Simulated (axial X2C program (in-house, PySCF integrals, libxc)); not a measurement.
# All-electron X2C curves of AlO⁺

What are the state, bond length, wavenumber and bond energy of AlO⁺, and what does spin–orbit coupling change?

The runs use an in-house X2C program for linear molecules on PySCF integrals; all-electron X2C, Al dyall-v3z, O dyall-av3z.

All values are calculated.

## (1) Set-up

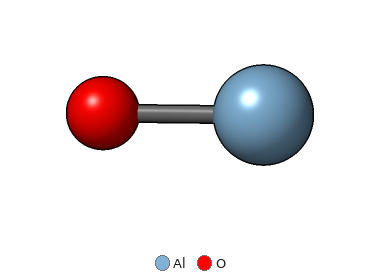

The two atoms at 1.700 Å (aluminium light blue, oxygen red).

The input, task.json:

```json
{
 "zs": [
  13,
  8
 ],
 "q": 1,
 "bas": [
  "dyall-v3z",
  "dyall-av3z"
 ],
 "levels": [
  "PBE0",
  "HF",
  "B97-3"
 ],
 "cc": true,
 "r0": 1.7,
 "thr": -2.0,
 "nmax": 90,
 "npts": 10,
 "nst": 2,
 "ntry": 6
}
```

Keys: zs atomic numbers; q charge; bas basis sets; levels methods (HF also brings MP2); cc coupled cluster on or off; r0 starting distance in Å; thr threshold in hartree for freezing inner shells (an s shell follows its p shell); nmax most natural virtual spinors; npts points asked for on the curve; nst determinants followed; ntry starts of the search.

Run with:

```console
$ python so2c.py task.json out
```

Spin-free means the one-electron spin-free X2C Hamiltonian; two-component (2c) means X2C with spin–orbit coupling and atomic mean-field two-electron Coulomb and Gaunt terms. Basis: Al dyall-v3z contracted to [8s8p2d1f], O dyall-av3z contracted to [7s6p3d2f]; Gaussian nuclei, density fitting. Masses: Al 26.982 u, O 15.995 u.

Notation: σ, π±, δ± give the projection m of an orbital's angular momentum (0, ±1, ±2), α and β its spin, Λ and M_S the sums; ω is the projection of a spinor's total angular momentum and Ω the sum. Logs are in hartree.

The results follow Hamiltonian by Hamiltonian and level by level.

## (2) Search for the lowest determinant

PBE0 moves the distance from 1.700 Å to 1.746 Å and compares determinants there.

Spin-free determinants:

```
ΔE (eV)           state                              open shells
   0.00  M_S = 1, Λ = 1  beyond closed shells: σα, π+α, π+β, π-α
   0.12  M_S = 0, Λ = 1  beyond closed shells: σβ, π+α, π+β, π-α
   0.81  M_S = 0, Λ = 0                             closed shell
   1.69  M_S = 1, Λ = 0             beyond closed shells: 2 × σα
   2.57  M_S = 1, Λ = 0           beyond closed shells: π+α, π-α
   4.73  M_S = 0, Λ = 0           beyond closed shells: π+β, π-α
   4.73  M_S = 0, Λ = 2           beyond closed shells: π+α, π+β
```

Two-component determinants:

| ΔE (eV) | state | open shells |
| --- | --- | --- |
| 0.00 | Ω = 2 | excess of +ω over −ω: ω = 1/2, ω = 3/2 |
| 0.12 | Ω = 1 | excess of +ω over −ω: ω = -1/2, ω = 3/2 |
| 0.14 | Ω = 1 | excess of +ω over −ω: 2 × ω = 1/2 |
| 0.81 | Ω = 0 | closed shell |
| 4.72 | Ω = 0 | closed shell |
| 4.90 | Ω = 3 | excess of +ω over −ω: 2 × ω = 3/2 |

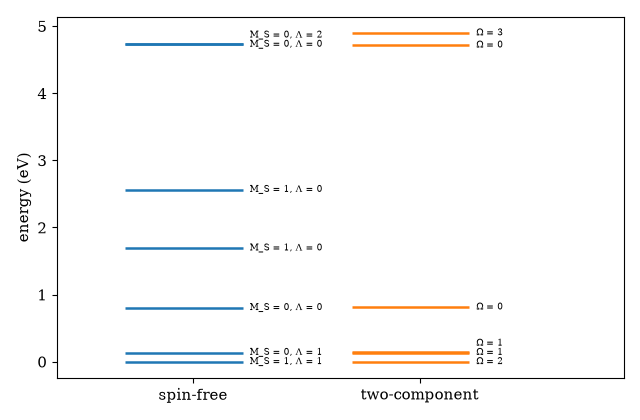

The determinants found, each set from its own lowest.

## (3) PBE0, spin-free

State followed: M_S = 1, Λ = 1 (beyond closed shells: σα, π+α, π+β, π-α). The scan is laid around 1.746 Å, a first estimate of the minimum, and this SCF restarts from the orbitals of the search.

The SCF at the reference distance of 1.746 Å:

```text
spin-free X2C-1e  PBE0
basis functions 103  fitting functions 591  grid points 4353
iter        total energy     max residual
   1       -317.592884457     6.70e-06
   2       -317.592884459     3.95e-06
converged
one-electron -497.76247001  Coulomb 175.42939927  exact exchange -6.53930104  xc functional -20.24080474  nuclear repulsion 31.52029206
```

Along the bond, energies from the lowest point:

```csv
R (Å),E (eV),μ (D),HOMO (eV),LUMO (eV),iterations
1.519,0.8370,-3.99,-15.16,-13.02,11
1.589,0.3386,-4.19,-15.22,-12.64,10
1.641,0.1305,-4.32,-15.26,-12.39,10
1.694,0.0263,-4.45,-15.29,-12.15,10
1.746,0.0000,-4.56,-15.33,-11.93,2
1.807,0.0400,-4.66,-15.36,-11.70,11
1.868,0.1312,-4.73,-15.39,-11.59,11
1.947,0.2908,-4.76,-15.24,-11.60,12
2.043,0.5076,-4.72,-15.09,-11.57,12
2.183,0.7963,-4.56,-14.98,-11.44,12
```

Dipoles are positive if O is the positive end and refer to the centre of mass.

Outer orbitals at the reference distance:

| symmetry | occupied | ε (eV) | atomic character |
| --- | --- | --- | --- |
| σα | yes | -34.56 | 78% O s, 7% Al p, 6% Al d |
| σβ | yes | -31.94 | 77% O s, 8% Al p, 6% Al d |
| σα | yes | -19.10 | 76% O p, 17% Al s, 5% O s |
| π+α | yes | -17.91 | 90% O p, 4% Al p, 4% Al d |
| π-α | yes | -17.91 | 90% O p, 4% Al p, 4% Al d |
| σβ | yes | -17.37 | 73% O p, 19% Al s, 6% O s |
| π+β | yes | -15.85 | 86% O p, 7% Al p, 4% Al d |
| σα | yes | -15.33 | 49% Al s, 26% Al p, 19% O p |
| π-β | no | -11.93 | 80% O p, 13% Al p, 5% Al d |
| σβ | no | -11.51 | 49% Al s, 22% Al p, 21% O p |
| π+α | no | -8.47 | 80% Al p, 7% O p, 7% Al d |
| π-α | no | -8.47 | 80% Al p, 7% O p, 7% Al d |

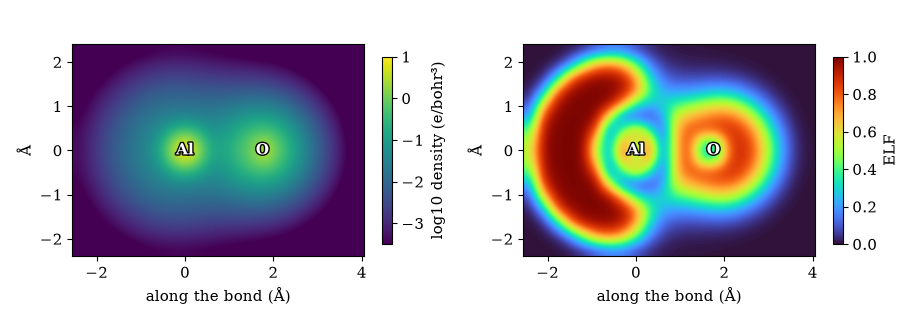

PBE0 fields in a plane through the axis, from a grid of 0.3 Å; Al lies at z = 0 and O at z = 1.746 Å; the ELF is damped to zero where the density is low.

Re = 1.741 Å, ωe = 759 cm⁻¹, ωexe = 8.36 cm⁻¹, Be = 0.5538 cm⁻¹, De = 1.19 eV, μ = -4.55 D.

## (4) HF, spin-free

Output at 1.746 Å:

```text
spin-free X2C-1e  HF
basis functions 103  fitting functions 591  grid points 4353
iter        total energy     max residual
   1       -316.969982830     8.53e-02
   2       -316.983693570     7.81e-03
   3       -316.984717575     3.65e-03
   4       -316.984937924     2.01e-03
   5       -316.985035185     9.76e-04
   6       -316.985065563     5.12e-04
   7       -316.985075711     1.79e-04
   8       -316.985077700     7.44e-05
   9       -316.985078070     4.55e-05
  10       -316.985078154     1.43e-05
  11       -316.985078159     2.58e-06
  12       -316.985078159     7.06e-07
converged
one-electron -497.77979029  Coulomb 175.51191407  exact exchange -26.23749400  xc functional 0.00000000  nuclear repulsion 31.52029206
```

No constants are quoted: the solution changes its character somewhere along the scan, so the fit is set aside.

## (5) B97-3, spin-free

Output at 1.746 Å:

```text
spin-free X2C-1e  B97-3
basis functions 103  fitting functions 591  grid points 4353
iter        total energy     max residual
   1       -317.738178395     6.51e-03
   2       -317.738659479     2.33e-03
   3       -317.738703923     4.96e-04
   4       -317.738708611     1.32e-04
   5       -317.738709180     7.09e-05
   6       -317.738709220     6.61e-05
   7       -317.738709264     9.19e-06
   8       -317.738709265     2.44e-06
converged
one-electron -497.80131611  Coulomb 175.47562908  exact exchange -7.04568471  xc functional -19.88762959  nuclear repulsion 31.52029206
```

Re = 1.749 Å, ωe = 742 cm⁻¹, ωexe = 8.3 cm⁻¹, Be = 0.5489 cm⁻¹, De = 1.18 eV, μ = -4.49 D.

## (6) MP2 and beyond, spin-free

Correlated methods: 8 electrons correlated (frozen shells, counted by type: Al 2 s, 1 p; O 1 s), 170 virtual spinors in MP2, 89 natural virtuals in coupled cluster.

Output of the correlated part at 1.746 Å:

```text
correlated 8  virtual 170  natural virtual 89  E(MP2) -0.225250902  MP2 remainder -0.002452901
iter   CCSD correlation   residual
   1     -0.228410285   8.97e-02
   2     -0.233559053   4.43e-02
   3     -0.236289491   2.25e-02
   4     -0.236294202   8.51e-03
   5     -0.236381281   3.60e-03
   6     -0.236405868   1.39e-03
   7     -0.236397332   5.14e-04
   8     -0.236403089   2.00e-04
   9     -0.236399047   8.04e-05
  10     -0.236399995   3.11e-05
  11     -0.236399636   1.50e-05
  12     -0.236399630   7.56e-06
(T) -0.009093144  T1 0.0309  D1 0.0492  max T2 0.045
```

T1 in the output is the amplitude norm over the root of the electron number; divide by √2 for the Lee–Taylor value.

MP2: No constants are quoted: the reference changes its character somewhere along the scan, so the fit is set aside.

CCSD: No constants are quoted: the reference changes its character somewhere along the scan, so the fit is set aside.

CCSD(T): No constants are quoted: the reference changes its character somewhere along the scan, so the fit is set aside.

## (7) A higher determinant, spin-free

State: M_S = 0, Λ = 1 (beyond closed shells: σβ, π+α, π+β, π-α).

Output at the reference distance:

```text
spin-free X2C-1e  PBE0
basis functions 103  fitting functions 591  grid points 4353
iter        total energy     max residual
   1       -317.588342925     3.52e-06
   2       -317.588342925     4.95e-06
converged
one-electron -497.76274052  Coulomb 175.43333804  exact exchange -6.53891792  xc functional -20.24031458  nuclear repulsion 31.52029206
```

```csv
R (Å),E above the lowest PBE0 point (eV)
1.519,0.916
1.589,0.426
1.641,0.227
1.694,0.135
1.746,0.124
1.807,0.186
1.868,0.305
1.947,0.510
2.043,0.794
```

Re = 1.728 Å, ωe = 813 cm⁻¹, ωexe = 6.06 cm⁻¹, Be = 0.5624 cm⁻¹, μ = -4.66 D. ⟨S²⟩ = 1.01 against 0.00 for a pure state, so this determinant mixes spins. Te = 0.12 eV.

## (8) The spin-free curves together

Energy (eV) of the followed determinant, spin-free, from each level's lowest point:

```csv
R (Å),PBE0,HF (jumps),MP2 (its reference jumps),CCSD (its reference jumps),CCSD(T) (its reference jumps),B97-3
1.519,0.837,0.675,0.835,n/a,n/a,0.877
1.589,0.339,0.226,0.326,0.334,0.360,0.366
1.641,0.131,0.060,0.116,0.125,0.143,0.148
1.694,0.026,0.000,0.015,0.023,0.031,0.035
1.746,0.000,0.018,0.000,0.000,0.000,0.000
1.807,0.040,0.105,0.069,0.044,0.037,0.030
1.868,0.131,0.227,0.227,0.135,0.129,0.113
1.947,0.291,0.365,0.570,0.287,0.296,0.262
2.043,0.508,0.439,0.958,n/a,n/a,0.466
2.183,0.796,0.441,1.219,n/a,n/a,0.739
```

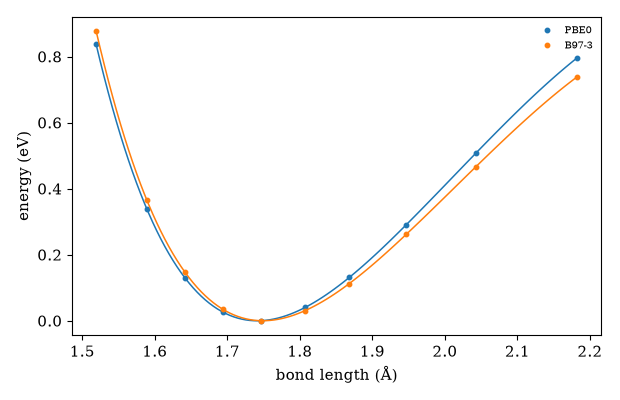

Curves of the followed state, spin-free, each from its own lowest point. Left out: HF, MP2, CCSD, CCSD(T).

## (9) PBE0, 2c

State followed: Ω = 2 (excess of +ω over −ω: ω = 1/2, ω = 3/2). The scan is laid around 1.746 Å, a first estimate of the minimum, and this SCF restarts from the orbitals of the search.

The SCF at the reference distance of 1.746 Å:

```text
two-component X2C + atomic mean field  PBE0
basis functions 103  fitting functions 591  grid points 4353
iter        total energy     max residual
   1       -317.560791199     3.75e-06
   2       -317.560791199     1.48e-06
converged
one-electron -497.67664048  Coulomb 175.40405380  exact exchange -6.53832245  xc functional -20.23778310  nuclear repulsion 31.52029206  atomic mean-field constant -0.03239102
```

Along the bond, energies from the lowest point:

```csv
R (Å),E (eV),μ (D),HOMO (eV),LUMO (eV),iterations
1.519,0.8384,-3.99,-15.16,-13.01,11
1.589,0.3393,-4.19,-15.22,-12.64,10
1.641,0.1309,-4.32,-15.25,-12.38,10
1.694,0.0265,-4.45,-15.29,-12.14,10
1.746,0.0000,-4.56,-15.32,-11.92,2
1.807,0.0399,-4.66,-15.36,-11.69,11
1.868,0.1310,-4.73,-15.39,-11.59,11
1.947,0.2905,-4.76,-15.25,-11.60,12
2.043,0.5072,-4.72,-15.10,-11.57,12
2.183,0.7958,-4.56,-14.99,-11.44,12
```

Dipoles are positive if O is the positive end and refer to the centre of mass.

Outer spinors at the reference distance:

```json
{"ω": "1/2", "occupied": "yes", "ε (eV)": "-34.56", "atomic character": "78% O s, 7% Al p, 6% Al d", "λ mixture": "100% σ"}
{"ω": "-1/2", "occupied": "yes", "ε (eV)": "-31.94", "atomic character": "77% O s, 8% Al p, 6% Al d", "λ mixture": "100% σ"}
{"ω": "1/2", "occupied": "yes", "ε (eV)": "-19.10", "atomic character": "76% O p, 17% Al s, 5% O s", "λ mixture": "100% σ"}
{"ω": "-1/2", "occupied": "yes", "ε (eV)": "-17.92", "atomic character": "90% O p, 4% Al p, 4% Al d", "λ mixture": "100% π"}
{"ω": "3/2", "occupied": "yes", "ε (eV)": "-17.90", "atomic character": "90% O p, 4% Al p, 4% Al d", "λ mixture": "100% π"}
{"ω": "-1/2", "occupied": "yes", "ε (eV)": "-17.37", "atomic character": "73% O p, 19% Al s, 6% O s", "λ mixture": "100% σ"}
{"ω": "1/2", "occupied": "yes", "ε (eV)": "-15.86", "atomic character": "86% O p, 7% Al p, 4% Al d", "λ mixture": "100% π"}
{"ω": "1/2", "occupied": "yes", "ε (eV)": "-15.32", "atomic character": "49% Al s, 26% Al p, 19% O p", "λ mixture": "100% σ"}
{"ω": "-3/2", "occupied": "no", "ε (eV)": "-11.92", "atomic character": "80% O p, 13% Al p, 5% Al d", "λ mixture": "100% π"}
{"ω": "-1/2", "occupied": "no", "ε (eV)": "-11.51", "atomic character": "49% Al s, 22% Al p, 21% O p", "λ mixture": "100% σ"}
{"ω": "-1/2", "occupied": "no", "ε (eV)": "-8.47", "atomic character": "80% Al p, 7% O p, 7% Al d", "λ mixture": "100% π"}
{"ω": "3/2", "occupied": "no", "ε (eV)": "-8.46", "atomic character": "80% Al p, 7% O p, 7% Al d", "λ mixture": "100% π"}
```

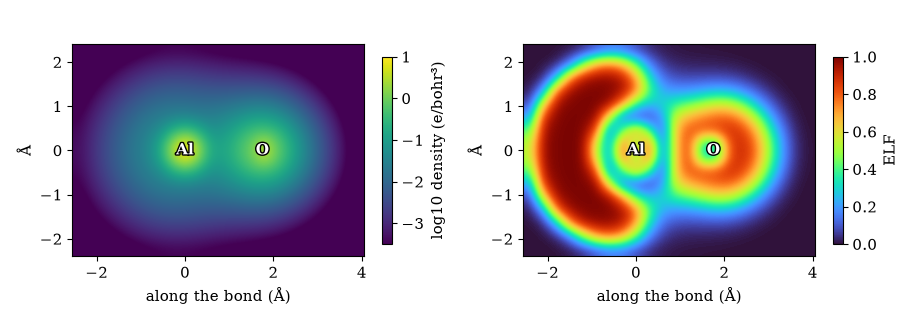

PBE0 fields in a plane through the axis, from a grid of 0.3 Å; Al lies at z = 0 and O at z = 1.746 Å; the ELF is damped to zero where the density is low.

Re = 1.741 Å, ωe = 759 cm⁻¹, ωexe = 8.37 cm⁻¹, Be = 0.5537 cm⁻¹, De = 1.20 eV, μ = -4.55 D.

## (10) HF, 2c

The SCF at the reference distance of 1.746 Å:

```text
two-component X2C + atomic mean field  HF
basis functions 103  fitting functions 591  grid points 4353
iter        total energy     max residual
   1       -316.937975445     8.55e-02
   2       -316.951682913     7.81e-03
   3       -316.952706765     3.65e-03
   4       -316.952927087     2.00e-03
   5       -316.953024366     9.78e-04
   6       -316.953054785     5.10e-04
   7       -316.953064986     1.79e-04
   8       -316.953066988     7.48e-05
   9       -316.953067360     4.57e-05
  10       -316.953067444     1.44e-05
  11       -316.953067449     2.59e-06
  12       -316.953067449     7.05e-07
converged
one-electron -497.69403763  Coulomb 175.48664071  exact exchange -26.23357156  xc functional 0.00000000  nuclear repulsion 31.52029206  atomic mean-field constant -0.03239102
```

No constants are quoted: the solution changes its character somewhere along the scan, so the fit is set aside.

## (11) B97-3, 2c

The SCF at the reference distance of 1.746 Å:

```text
two-component X2C + atomic mean field  B97-3
basis functions 103  fitting functions 591  grid points 4353
iter        total energy     max residual
   1       -317.706087732     6.51e-03
   2       -317.706568116     2.33e-03
   3       -317.706612359     4.95e-04
   4       -317.706617027     1.29e-04
   5       -317.706617621     3.94e-05
   6       -317.706617654     4.04e-05
   7       -317.706617669     1.46e-05
   8       -317.706617671     2.82e-06
converged
one-electron -497.71548834  Coulomb 175.45028843  exact exchange -7.04463179  xc functional -19.88468702  nuclear repulsion 31.52029206  atomic mean-field constant -0.03239102
```

Re = 1.749 Å, ωe = 742 cm⁻¹, ωexe = 8.3 cm⁻¹, Be = 0.5488 cm⁻¹, De = 1.19 eV, μ = -4.49 D.

## (12) MP2 and beyond, 2c

Correlated methods: 8 electrons correlated (frozen shells, counted by type: Al 2 s, 1 p; O 1 s), 170 virtual spinors in MP2, 89 natural virtuals in coupled cluster.

Output of the correlated part at 1.746 Å:

```text
correlated 8  virtual 170  natural virtual 89  E(MP2) -0.225246616  MP2 remainder -0.002453168
iter   CCSD correlation   residual
   1     -0.228407403   8.97e-02
   2     -0.233555230   4.42e-02
   3     -0.236283903   2.24e-02
   4     -0.236288227   8.50e-03
   5     -0.236374933   3.58e-03
   6     -0.236399397   1.38e-03
   7     -0.236390881   5.12e-04
   8     -0.236396609   1.99e-04
   9     -0.236392573   8.05e-05
  10     -0.236393515   3.13e-05
  11     -0.236393154   1.51e-05
  12     -0.236393147   7.61e-06
(T) -0.009092330  T1 0.0309  D1 0.0491  max T2 0.045
```

MP2: No constants are quoted: the reference changes its character somewhere along the scan, so the fit is set aside.

CCSD: No constants are quoted: the reference changes its character somewhere along the scan, so the fit is set aside.

CCSD(T): No constants are quoted: the reference changes its character somewhere along the scan, so the fit is set aside.

## (13) A higher determinant, 2c

State: Ω = 1 (excess of +ω over −ω: ω = -1/2, ω = 3/2).

Output at the reference distance:

```text
two-component X2C + atomic mean field  PBE0
basis functions 103  fitting functions 591  grid points 4353
iter        total energy     max residual
   1       -317.556250682     1.00e-05
   2       -317.556250686     5.44e-06
   3       -317.556250687     2.32e-06
converged
one-electron -497.67688792  Coulomb 175.40795735  exact exchange -6.53793641  xc functional -20.23728475  nuclear repulsion 31.52029206  atomic mean-field constant -0.03239102
```

```csv
R (Å),E above the lowest PBE0 point (eV)
1.519,0.917
1.589,0.427
1.641,0.227
1.694,0.135
1.746,0.124
1.807,0.186
1.868,0.305
1.947,0.510
2.043,0.794
```

Re = 1.728 Å, ωe = 813 cm⁻¹, ωexe = 6.07 cm⁻¹, Be = 0.5623 cm⁻¹, μ = -4.66 D. Te = 0.12 eV.

## (14) The 2c curves together

Energy (eV) of the followed determinant, 2c, from each level's lowest point:

```csv
R (Å),PBE0,HF (jumps),MP2 (its reference jumps),CCSD (its reference jumps),CCSD(T) (its reference jumps),B97-3
1.519,0.838,0.676,0.837,n/a,n/a,0.879
1.589,0.339,0.227,0.327,0.335,0.361,0.366
1.641,0.131,0.060,0.116,0.126,0.143,0.148
1.694,0.026,0.000,0.015,0.023,0.031,0.035
1.746,0.000,0.018,0.000,0.000,0.000,0.000
1.807,0.040,0.105,0.069,0.044,0.037,0.030
1.868,0.131,0.226,0.226,0.135,0.128,0.112
1.947,0.290,0.364,0.569,0.285,0.295,0.261
2.043,0.507,0.438,0.958,n/a,n/a,0.466
2.183,0.796,0.440,1.218,n/a,n/a,0.738
```

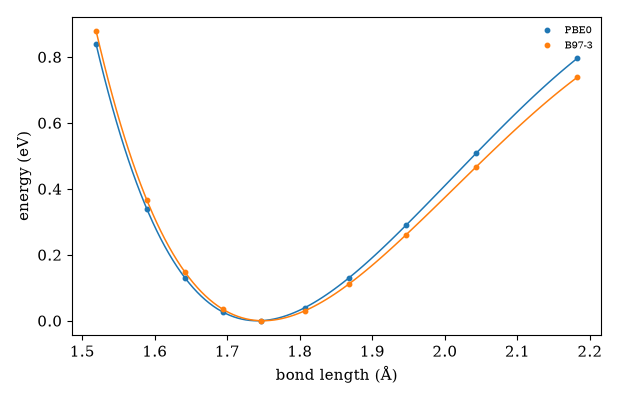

Curves of the followed state, 2c, each from its own lowest point. Left out: HF, MP2, CCSD, CCSD(T).

The whole job took 55 s on 1 thread of Intel Xeon 6975P-C (Granite Rapids), shared host.

## (15) What came out

Lowest determinant that the search found at its distance, spin-free: M_S = 1, Λ = 1 (beyond closed shells: σα, π+α, π+β, π-α).

Lowest determinant that the search found at its distance, 2c: Ω = 2 (excess of +ω over −ω: ω = 1/2, ω = 3/2).

```tsv
Hamiltonian	level	Re (Å)	ωe (cm⁻¹)	De (eV)	μ (D)
spin-free	PBE0	1.741	759	1.19	-4.55
spin-free	B97-3	1.749	742	1.18	-4.49
2c	PBE0	1.741	759	1.20	-4.55
2c	B97-3	1.749	742	1.19	-4.49
```

Dipoles are positive if O is the positive end and refer to the centre of mass. No constants: spin-free HF (the solution changes its character somewhere along the scan, so the fit is set aside); spin-free MP2 (the reference changes its character somewhere along the scan, so the fit is set aside); spin-free CCSD (the reference changes its character somewhere along the scan, so the fit is set aside); spin-free CCSD(T) (the reference changes its character somewhere along the scan, so the fit is set aside); 2c HF (the solution changes its character somewhere along the scan, so the fit is set aside); 2c MP2 (the reference changes its character somewhere along the scan, so the fit is set aside); 2c CCSD (the reference changes its character somewhere along the scan, so the fit is set aside); 2c CCSD(T) (the reference changes its character somewhere along the scan, so the fit is set aside).

Time per point (s) on 1 thread of Intel Xeon 6975P-C (Granite Rapids), shared host (2c runs); the times are rough: PBE0 0.16, B97-3 0.19.

**Reading.** At PBE0, going from spin-free to two-component changes Re by 0 mÅ, ωe by 0.0 %, which is small (part of it comes from the scalar share of the two-electron terms). De moves by +0.01 eV; both De rest on single-determinant atoms, which can miss part of an open shell's spin–orbit lowering.

De refers to Al+ + O, each in the lowest determinant found, which need not be this curve's own limit. The state is a single determinant with fixed occupations, the lowest that a limited PBE0 search found. Dissociation energies refer to the lowest single-determinant-based atoms at the same level and basis. Density functionals use the spin component along the axis (collinear). With several unpaired electrons one determinant need not be a pure state.
